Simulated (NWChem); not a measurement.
# CH2N2 (SMILES N#CN) at 6 levels

Wanted: a comparison of 6 runs (HF/3-21G, HF/def2-SVP, B3LYP/6-31G*, PBE0/def2-SVP, PBE0/def2-TZVP, CCSD(T)/def2-TZVP) of CH2N2. 

The results are computed with NWChem 7.3.0.

## (1) Starting point

The species is CH2N2 (5 atoms), meant as a singlet with charge 0. SMILES: `N#CN`. Geometry: relaxed at PBE0-D4/def2-TZVP.

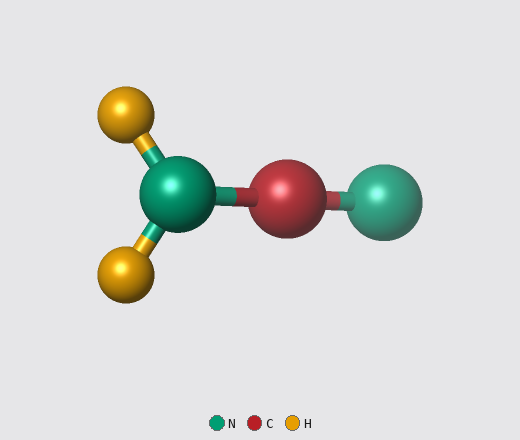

Viewed from a chosen angle; nitrogen teal, carbon red, hydrogen amber.

## (2) Energy and forces at HF/3-21G (run 1)

Input file ch2n2.nw:

```
start ch2n2
title "CH2N2 hf"
memory stack 880 mb heap 220 mb global 1100 mb
charge 0
geometry units au noautosym nocenter noautoz
  N      0.84623826    -2.40093484     2.54264540
  C      0.40957924    -0.98980075     0.93796556
  N     -0.01504222     0.59307165    -0.98014425
  H     -1.70075351     0.38760173    -1.84558212
  H      0.45999713     2.41006221    -0.65492238
end
basis spherical bse
  * library 3-21G
end
scf
  nopen 0
  rhf
  thresh 1e-08
  maxiter 80
end
task scf gradient
```

Command:

```sh
$ nwchem ch2n2.nw > ch2n2.out
```

What it wrote:

```text
[...]
  functions       =    31
[...]
  wavefunction    = RHF
[...]
         Total SCF energy =   -147.080891767439
      One-electron energy =   -316.789379555749
      Two-electron energy =    110.111967521683
 Nuclear repulsion energy =     59.596520266627
        Time for solution =      0.9s
[...]
                         RHF ENERGY GRADIENTS
    atom               coordinates                        gradient
                 x          y          z           x          y          z
   1 N       0.846238  -2.400935   2.542645    0.006931  -0.019451   0.020468
   2 C       0.409579  -0.989801   0.937966   -0.012607   0.026707  -0.022494
   3 N      -0.015042   0.593072  -0.980144    0.015735  -0.013028  -0.006440
   4 H      -1.700754   0.387602  -1.845582   -0.007269   0.000788   0.002999
   5 H       0.459997   2.410062  -0.654922   -0.002790   0.004985   0.005467
[...]
```

It took 1.7 s on 1 thread of Intel Xeon Platinum 8259CL at 2.50GHz (Skylake/Cascade Lake), shared host; peak memory 0.099 GiB.

## (3) Energy and gradient at HF/def2-SVP (run 2)

Input file ch2n2.xyz:

```xyz
5

N      0.447810    -1.270520     1.345510
C      0.216740    -0.523780     0.496350
N     -0.007960     0.313840    -0.518670
H     -0.900000     0.205110    -0.976640
H      0.243420     1.275350    -0.346570
```

Input file ch2n2.nw:

```
start ch2n2
memory total 2200 mb
charge 0

geometry units angstrom noautosym nocenter noautoz
  load format xyz ch2n2.xyz
end

basis spherical bse
  * library def2-SVP
end

scf
  thresh 1e-08
  maxiter 80
  print medium
end

task scf gradient
```

Command:

```sh
$ nwchem ch2n2.nw > ch2n2.out
```

What it wrote:

```text
[...]
  functions       =    52
[...]
  wavefunction    = RHF
[...]
         Total SCF energy =   -147.797708857651
      One-electron energy =   -317.806984610220
      Two-electron energy =    110.412751135672
 Nuclear repulsion energy =     59.596524616897
        Time for solution =      3.8s
[...]
                         RHF ENERGY GRADIENTS
    atom               coordinates                        gradient
                 x          y          z           x          y          z
   1 N       0.846238  -2.400935   2.542645    0.010378  -0.031958   0.035457
   2 C       0.409579  -0.989801   0.937965   -0.011409   0.033873  -0.036842
   3 N      -0.015042   0.593072  -0.980144    0.005571  -0.007756   0.003049
   4 H      -1.700753   0.387602  -1.845582   -0.005996  -0.000571  -0.002885
   5 H       0.459997   2.410062  -0.654922    0.001456   0.006411   0.001222
[...]
```

Wall time 5.7 s (1 thread of Intel Xeon Platinum 8259CL at 2.50GHz (Skylake/Cascade Lake), shared host); peak memory 0.1 GiB.

Run 3 isn't shown in full; the table further down has it.

## (4) Energy and gradient at PBE0/def2-SVP (run 4)

Input file input.nw:

```
echo
start input
title "CH2N2 gradient"
memory stack 880 mb heap 220 mb global 1100 mb

geometry noautosym nocenter noautoz
 N     0.447810   -1.270520    1.345510
 C     0.216740   -0.523780    0.496350
 N    -0.007960    0.313840   -0.518670
 H    -0.900000    0.205110   -0.976640
 H     0.243420    1.275350   -0.346570
end

basis spherical bse
 * library def2-SVP
end

dft
 xc pbe0
 grid xfine
 convergence energy 1e-08
 iterations 100
 mulliken
end

task dft gradient
```

Command:

```sh
$ nwchem input.nw > input.out
```

What it wrote:

```text
[...]
          Wavefunction type:  closed shell.
          No. of atoms     :     5
          No. of electrons :    22
[...]
          Charge           :     0
          Spin multiplicity:     1
[...]
          AO basis - number of functions:    52
[...]
              XC Information
              --------------
                         PBE0 Method XC Functional
                     Hartree-Fock (Exact) Exchange  0.250
          PerdewBurkeErnzerhof Exchange Functional  0.750
            Perdew 1991 LDA Correlation Functional  1.000 local
           PerdewBurkeErnz. Correlation Functional  1.000 non-local
[...]
 d= 0,ls=0.0,diis     1   -148.3996854589 -2.08D+02  2.73D-02  7.26D-01     2.0
[...]
 d= 0,ls=0.0,diis    10   -148.5007057033 -3.58D-10  3.19D-07  2.24D-10    17.0
         Total DFT energy =     -148.500705703270
      One electron energy =     -318.240534726546
           Coulomb energy =      129.900956204307
    Exchange-Corr. energy =      -19.757651797928
 Nuclear repulsion energy =       59.596524616897
[...]
  wavefunction    = closed shell
                         DFT ENERGY GRADIENTS
    atom               coordinates                        gradient
                 x          y          z           x          y          z
   1 N       0.846238  -2.400935   2.542645   -0.003658   0.012014  -0.013767
   2 C       0.409579  -0.989801   0.937965    0.002894  -0.010361   0.012345
   3 N      -0.015042   0.593072  -0.980144   -0.002517   0.003404  -0.001231
   4 H      -1.700753   0.387602  -1.845582    0.004697   0.000330   0.003011
   5 H       0.459997   2.410062  -0.654922   -0.001416  -0.005387  -0.000357
[...]
```

It took 21 s on 1 thread of Intel Xeon Platinum 8259CL at 2.50GHz (Skylake/Cascade Lake), shared host; peak memory 0.13 GiB.

Run 5 isn't shown in full; the table further down has it.

## (5) The energy at CCSD(T)/def2-TZVP (run 6)

Input file ch2n2.nw:

```
start ch2n2
memory stack 880 mb heap 220 mb global 1100 mb

geometry noautosym nocenter noautoz
N     0.447810   -1.270520    1.345510
C     0.216740   -0.523780    0.496350
N    -0.007960    0.313840   -0.518670
H    -0.900000    0.205110   -0.976640
H     0.243420    1.275350   -0.346570
end

basis spherical bse
* library def2-TZVP
end

scf
singlet
rhf
thresh 1e-08
maxiter 80
noprint "final vectors analysis"
end

ccsd
freeze core 3
maxiter 60
end

task ccsd(t) energy
```

Command:

```sh
$ nwchem ch2n2.nw > ch2n2.out
```

What it wrote:

```text
[...]
  functions       =   105
[...]
  wavefunction    = RHF
[...]
         Total SCF energy =   -147.971952391128
      One-electron energy =   -318.063842354268
      Two-electron energy =    110.495365346243
 Nuclear repulsion energy =     59.596524616897
        Time for solution =     44.3s
[...]
 Total MP2 energy:           -148.514108716611645
[...]
             energy      energy      error      ampl     ampl      Block
                                                time     time      time
[...]
 Total CCSD energy:           -148.521965247539043
[...]
 Total CCSD+T(CCSD) energy:           -148.548805929610580
[...]
 Total CCSD(T) energy:                -148.547747470622653
[...]
```

Run time: 5.5 min. Hardware: 1 thread of Intel Xeon Platinum 8259CL at 2.50GHz (Skylake/Cascade Lake), shared host; peak memory 0.29 GiB.

## (6) The series

| run | level | iteration cap | module | energy (Eh) | dipole moment (D) of the reference | HOMO energy (eV) | LUMO energy (eV) | wall time |
| --- | --- | --- | --- | --- | --- | --- | --- | --- |
| 1 | HF/3-21G | 80 | scf | -147.080892 | 4.53 | -10.94 | 6.00 | 1.7 s |
| 2 | HF/def2-SVP | 80 | scf | -147.797709 | 4.72 | -11.26 | 3.87 | 5.7 s |
| 3 | B3LYP/6-31G* (spherical functions) | 100 | dft | -148.775826 | 4.53 | -7.38 | 1.06 | 21 s |
| 4 | PBE0/def2-SVP | 100 | dft | -148.500706 | 4.57 | -7.81 | 0.92 | 21 s |
| 5 | PBE0/def2-TZVP | 100 | dft | -148.671900 | 4.67 | -8.02 | 0.17 | 44 s |
| 6 | CCSD(T)/def2-TZVP | 80 | ccsd(t) | -148.547747 | – | – | – | 5.5 min |

## (7) Summary of results

| quantity | value |
| --- | --- |
| run 6: total energy | -148.54775 Eh |
| run 6: correlation energy (3 core orbitals frozen) | -575.8 mEh |
| run 6: (T) correction | -25.78 mEh |

Over runs 1, 2, 3, 4, 5 the dipole moment (its size) runs from 4.53 D (B3LYP/6-31G*) to 4.72 D (HF/def2-SVP). The two ends differ in method and basis. Over runs 1, 2, 3, 4, 5 the HOMO–LUMO gap runs from 8.19 eV (PBE0/def2-TZVP) to 16.93 eV (HF/3-21G). Totals of different functionals can't be ranked against each other. All runs together took 7.1 min, the longest 5.5 min.
